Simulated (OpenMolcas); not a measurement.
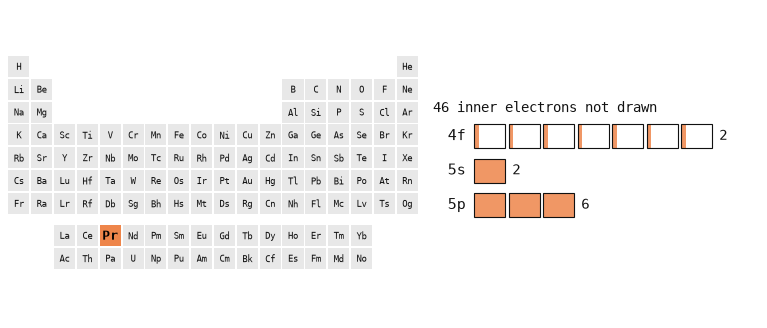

*Left, the place of praseodymium in the periodic table; right, the outer shells of the leading configuration of the lowest level: a box for each of the 2l + 1 orbitals, shaded by the share of the shell that is filled, with the electron count at the right.*

**Pr³⁺: multiconfigurational calculation**

System: Pr³⁺, among 8 point charges of −1 e at 2.53 Å, cube (Oh), whose field is part of the energies.
Method: state-averaged SS-CASPT2, IPEA shift 0.25, imaginary shift 0.1 hartree, closed shells 5s 5p correlated, active space 2 electrons in the shell 4f, basis ANO-RCC-VDZP, DKH2 scalar Hamiltonian, spin-orbit coupling by RASSI with atomic mean-field integrals (OpenMolcas).

## Log (extracts)
```
--- CASPT2 ---
Orbital specifications:
      -----------------------

      Symmetry species                           1   2
                                                ag  au
      Frozen orbitals                           14   9
      Inactive orbitals                          1   3
      Active orbitals                            0   7
      Secondary orbitals                        21  13
      Deleted orbitals                           0   0
      Number of basis functions                 36  32
Type of calculation                        SS-CASPT2
      Fock operator                              state-specific
      IPEA shift                                 0.25
      Real shift                                 0.00
      Imaginary shift                            0.10
      The input orbitals will be transformed to quasi-canonical
Reference energy:       -9233.5061743573
      E2 (Non-variational):      -0.2013712122
      Shift correction:          -0.0002059614
      E2 (Variational):          -0.2015771736
      Total energy:           -9233.7077515309
      Residual norm:              0.0000005516
      Reference weight:           0.94249
      Contributions to the CASPT2 correlation energy
      Active & Virtual Only:         -0.0034242383
      One Inactive Excited:          -0.0516086309
      Two Inactive Excited:          -0.1463383430
Reference energy:       -9233.5061743573
      E2 (Non-variational):      -0.2013796702
      Shift correction:          -0.0002060172
      E2 (Variational):          -0.2015856874
      Total energy:           -9233.7077600447
      Residual norm:              0.0000005526
      Reference weight:           0.94249
      Contributions to the CASPT2 correlation energy
      Active & Virtual Only:         -0.0034242581
      One Inactive Excited:          -0.0516170805
      Two Inactive Excited:          -0.1463383316
::    CASPT2 Root  1     Total energy:  -9233.70775153
::    CASPT2 Root  2     Total energy:  -9233.70776004
::    CASPT2 Root  3     Total energy:  -9233.70780379
::    CASPT2 Root  4     Total energy:  -9233.70745142
::    CASPT2 Root  5     Total energy:  -9233.70736344
::    CASPT2 Root  6     Total energy:  -9233.70649471
::    CASPT2 Root  7     Total energy:  -9233.70649478
::    CASPT2 Root  8     Total energy:  -9233.70649440
::    CASPT2 Root  9     Total energy:  -9233.70666892
::    CASPT2 Root 10     Total energy:  -9233.70666739
::    CASPT2 Root 11     Total energy:  -9233.70666604
::    CASPT2 Root 12     Total energy:  -9233.68455503
::    CASPT2 Root 13     Total energy:  -9233.68422636
::    CASPT2 Root 14     Total energy:  -9233.68427531
::    CASPT2 Root 15     Total energy:  -9233.68422473
::    CASPT2 Root 16     Total energy:  -9233.68498733
::    CASPT2 Root 17     Total energy:  -9233.68498795
::    CASPT2 Root 18     Total energy:  -9233.68495504
::    CASPT2 Root 19     Total energy:  -9233.59910364
::    CASPT2 Root 20     Total energy:  -9233.59910400
::    CASPT2 Root 21     Total energy:  -9233.59913438
--- CASPT2 ---
Orbital specifications:
      -----------------------

      Symmetry species                           1   2
                                                ag  au
      Frozen orbitals                           14   9
      Inactive orbitals                          1   3
      Active orbitals                            0   7
      Secondary orbitals                        21  13
      Deleted orbitals                           0   0
      Number of basis functions                 36  32
Type of calculation                        SS-CASPT2
      Fock operator                              state-specific
      IPEA shift                                 0.25
      Real shift                                 0.00
      Imaginary shift                            0.10
      The input orbitals will be transformed to quasi-canonical
Reference energy:       -9233.4750809024
      E2 (Non-variational):      -0.2021724264
      Shift correction:          -0.0002823216
      E2 (Variational):          -0.2024547480
      Total energy:           -9233.6775356504
      Residual norm:              0.0000005279
      Reference weight:           0.94074
      Contributions to the CASPT2 correlation energy
      Active & Virtual Only:         -0.0059423462
      One Inactive Excited:          -0.0499612878
      Two Inactive Excited:          -0.1462687924
Reference energy:       -9233.4750809024
      E2 (Non-variational):      -0.2022375258
      Shift correction:          -0.0002873268
      E2 (Variational):          -0.2025248525
      Total energy:           -9233.6776057549
      Residual norm:              0.0000005645
      Reference weight:           0.94063
      Contributions to the CASPT2 correlation energy
      Active & Virtual Only:         -0.0059729763
      One Inactive Excited:          -0.0499925510
      Two Inactive Excited:          -0.1462719985
::    CASPT2 Root  1     Total energy:  -9233.67753565
::    CASPT2 Root  2     Total energy:  -9233.67760575
::    CASPT2 Root  3     Total energy:  -9233.67753048
::    CASPT2 Root  4     Total energy:  -9233.67682510
::    CASPT2 Root  5     Total energy:  -9233.67696148
::    CASPT2 Root  6     Total energy:  -9233.67888265
::    CASPT2 Root  7     Total energy:  -9233.67891208
::    CASPT2 Root  8     Total energy:  -9233.67920671
::    CASPT2 Root  9     Total energy:  -9233.67523205
::    CASPT2 Root 10     Total energy:  -9233.62637152
::    CASPT2 Root 11     Total energy:  -9233.62637193
::    CASPT2 Root 12     Total energy:  -9233.62551141
::    CASPT2 Root 13     Total energy:  -9233.62555292
::    CASPT2 Root 14     Total energy:  -9233.62555950
::    CASPT2 Root 15     Total energy:  -9233.60063258
::    CASPT2 Root 16     Total energy:  -9233.60024061
::    CASPT2 Root 17     Total energy:  -9233.59779594
::    CASPT2 Root 18     Total energy:  -9233.59778151
::    CASPT2 Root 19     Total energy:  -9233.59734300
::    CASPT2 Root 20     Total energy:  -9233.60158252
::    CASPT2 Root 21     Total energy:  -9233.59927821
::    CASPT2 Root 22     Total energy:  -9233.59929889
::    CASPT2 Root 23     Total energy:  -9233.59942969
::    CASPT2 Root 24     Total energy:  -9233.59947074
::    CASPT2 Root 25     Total energy:  -9233.59948094
::    CASPT2 Root 26     Total energy:  -9233.59958744
::    CASPT2 Root 27     Total energy:  -9233.59904303
```

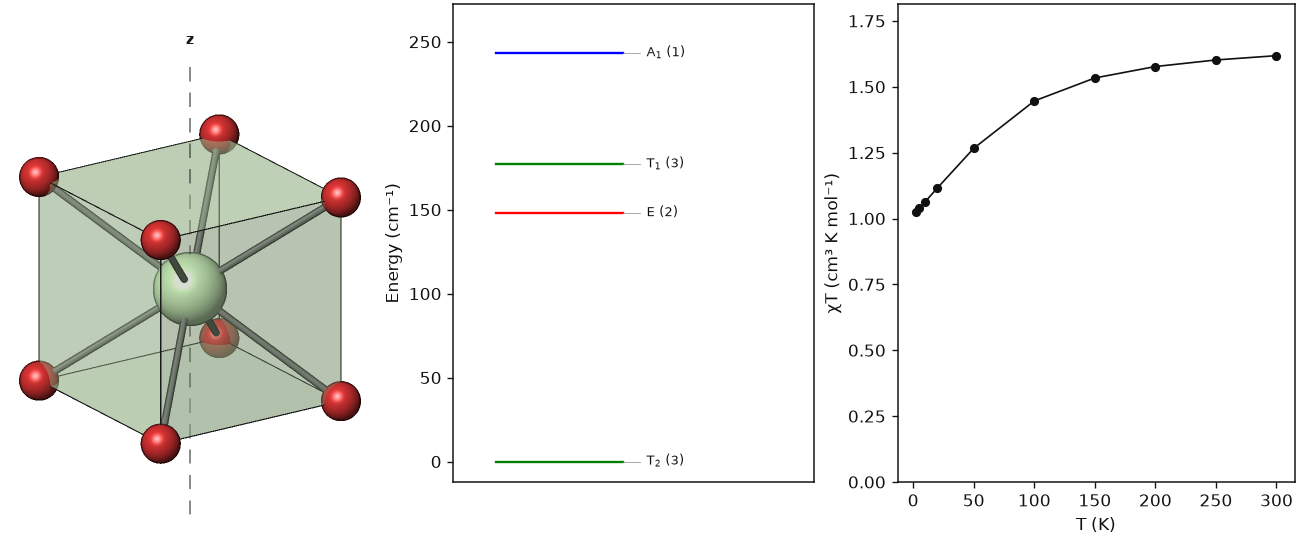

*Pr³⁺ (4f²) among 8 point charges of −1 e at 2.53 Å, arranged as: cube (Oh), with its levels and susceptibility. Labels give the representation in O, Td, D4 or D3 as the site allows (double group for half-integer spin) where it could be assigned and, in brackets, the degeneracy; spin-free states, where drawn, share the zero of the spin-orbit levels. Powder susceptibility by Van Vleck's formula.*

The ground level is T₂, 3-fold degenerate, 97 % from states of spin multiplicity 3 (of the 28 states of multiplicity 1, 27 enter the spin-orbit step), effective J = 4.00, with |mJ| = 3 the largest share (58 %). The next level lies at 148 cm⁻¹ (E). The lowest J multiplet spreads over 243 cm⁻¹. χT is 1.02 cm³ K mol⁻¹ at 2 K and 1.62 at 300 K, an effective moment of 3.60 μB.

## Input
```
&GATEWAY
Coord
1

Pr 0.0 0.0 0.0
Basis=ANO-RCC-VDZP
Group=XYZ
NoMove
AngMom=0.0 0.0 0.0
AMFI
XField
4 Angstrom 0
1.460696 1.460696 1.460696 -1.000000
1.460696 1.460696 -1.460696 -1.000000
1.460696 -1.460696 1.460696 -1.000000
1.460696 -1.460696 -1.460696 -1.000000
&SEWARD
&RASSCF
FileOrb=start.orb
Symmetry=1
Spin=3
nActEl=2 0 0
Inactive=15 12
Ras2=0 7
CIRoot=21 21 1
SDav=21
CIMx=300
Iter=120 100
PrWF=0.3
OrbListing=Nothing
MaxOrb=0
>>> COPY $Project.JobIph JOB001
&RASSCF
FileOrb=start.orb
Symmetry=1
Spin=1
nActEl=2 0 0
Inactive=15 12
Ras2=0 7
CIRoot=28 28 1
SDav=28
CIMx=300
Iter=120 100
PrWF=0.3
OrbListing=Nothing
MaxOrb=0
CIOnly
>>> COPY $Project.JobIph JOB002
&RASSI
NrOfJobIphs=2 21 27
1 2 3 4 5 6 7 8 9 10 11 12 13 14 15 16 17 18 19 20 21
1 2 3 4 5 6 7 8 9 10 11 12 13 14 15 16 17 18 19 20 21 22 23 24 25 26 27
IphNames
JOB001
JOB002
EJob
SpinOrbit
DIPRint=1.0
SOCoupling=1000.0
Subsets=2
Property=9
'ANGMOM' 1 'ANGMOM' 2 'ANGMOM' 3 'MLTPL  1' 1 'MLTPL  1' 2 'MLTPL  1' 3
'AMFI' 1 'AMFI' 2 'AMFI' 3
SOProperty=3
'ANGMOM' 1 'ANGMOM' 2 'ANGMOM' 3
>>> COPY JOB001 $Project.JobIph
&CASPT2
Multistate=21 1 2 3 4 5 6 7 8 9 10 11 12 13 14 15 16 17 18 19 20 21
NoMult
Frozen=14 9
IPEA=0.25
Imaginary=0.1
MaxIter=60
WThr=0.0 0.3 0.05
PrWF=0.5
NoMix
>>> COPY JOB002 $Project.JobIph
&CASPT2
Multistate=27 1 2 3 4 5 6 7 8 9 10 11 12 13 14 15 16 17 18 19 20 21 22
23 24 25 26 27
NoMult
Frozen=14 9
IPEA=0.25
Imaginary=0.1
MaxIter=60
WThr=0.0 0.3 0.05
PrWF=0.5
NoMix
```

The file start.orb holds starting orbitals from an earlier step. A driver script formed the levels outside the program, from RASSI's spin-orbit matrix and the CASPT2 energies (for multi-state variants, the effective Hamiltonian), averaged over the components of each term or state. The log and the time are those of the CASPT2 step.

Run as:
```bash
OMP_NUM_THREADS=1 MOLCAS_MEM=2252 MOLCAS_PROJECT=a pymolcas a.inp > a.log  # once for each step of the input, in one work folder
```

## Results in brief

| quantity | value |
| --- | --- |
| outcome | converged |
| energy of the lowest spin-free term | −9233.70777 hartree |
| energy of the lowest spin-orbit level | −9233.71989 hartree |
| CASPT2 correlation energy | −0.2016 hartree |
| largest spread among components of a term | 99.4 cm⁻¹ |
| lowest reference weight | 0.926 |
| hardware | 1 CPU thread, shared host |
| wall time | 9.7 s |

## Notes

The components of ¹T2, which symmetry makes degenerate, are split by 99 cm⁻¹ in CASPT2, and those of 2 more by over 50 cm⁻¹. This is an artefact; the levels of such states rest on averages and are uncertain by about as much. Caveats: point charges have no covalency.
